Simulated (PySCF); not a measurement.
CH₅Al, SMILES [CH3][AlH2], singlet, geometry in Å:

```xyz
7

C     -0.8904    -0.0077    -0.0302
Al     1.0648    -0.0274     0.0065
H     -1.2704     0.6255    -0.8504
H     -1.2851     0.4360     0.9015
H     -1.3370    -1.0085    -0.1351
H      1.8716     1.3468    -0.0456
H      1.8813    -1.3931     0.1040
```

Simulated rotational absorption lines between 20 and 120 GHz at 12 K: rigid rotor with the equilibrium constants and dipole of one optimised conformer (PBE0-D3(BJ)/def2-SVP, PySCF), commonest isotopes; no centrifugal distortion, hyperfine structure, internal rotation or nuclear-spin weights; lines within 1 MHz of each other are summed.

What are the rotational constants, and what kind of rotor is it?

Rotational constants A, B, C = 72.51, 10.85, 10.02 GHz; Ray's κ = −0.97, a near-prolate asymmetric top.

Which dipole components drive the lines?

|μa|, |μb|, |μc| = 0.78, 0.00, 0.00 D; a-type lines carry 100 % of the intensity in this range.

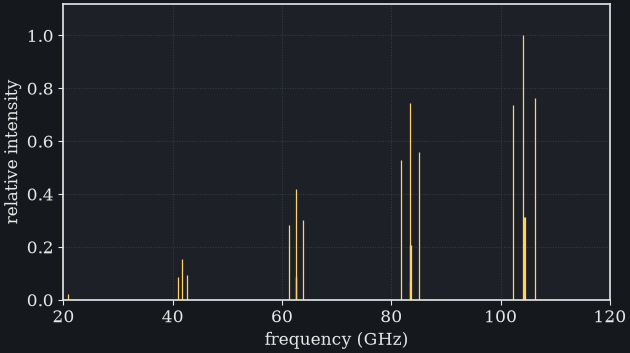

Caveats: coarse grid, loose stop and no frequency check, small forces are noise and the end may be a saddle.
